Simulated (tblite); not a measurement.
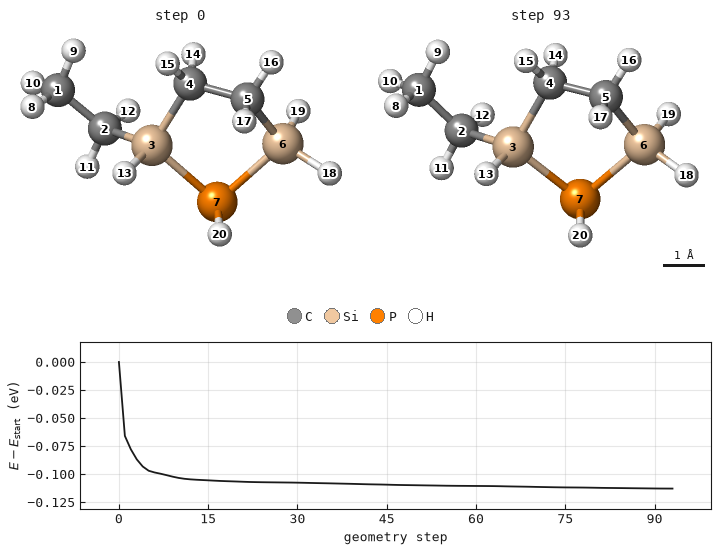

First and last geometry of a relaxation of C4H13PSi2, with the history of the run. A ball-and-stick model, seen at a tilt.

The calculation used GFN2-xTB geometry optimisation, gas phase in tblite. 

Question: What do the curves and the structures tell?

Answer: It converged. The largest move after the best rigid fit is that of H19, 0.32 Å. Largest moves by element: H 0.32 Å, P 0.20 Å, C 0.10 Å, Si 0.09 Å. Near-neighbour distances that change, for instance: C2–Si3 1.844 → 1.902 Å, C5–Si6 1.874 → 1.915 Å, Si6–H19 1.492 → 1.467 Å, P7–H20 1.403 → 1.379 Å. Among the angles between lasting bonds that change: P7–Si3–H13 106.7° → 111.4°, C1–C2–Si3 116.4° → 112.7°, H18–Si6–H19 112.3° → 110.2°. After 93 geometry steps the energy has fallen by 0.113 eV. The run took 2.8 s on 1 thread of Intel(R) Xeon(R) Processor @ 2.50GHz, with other jobs on the host.
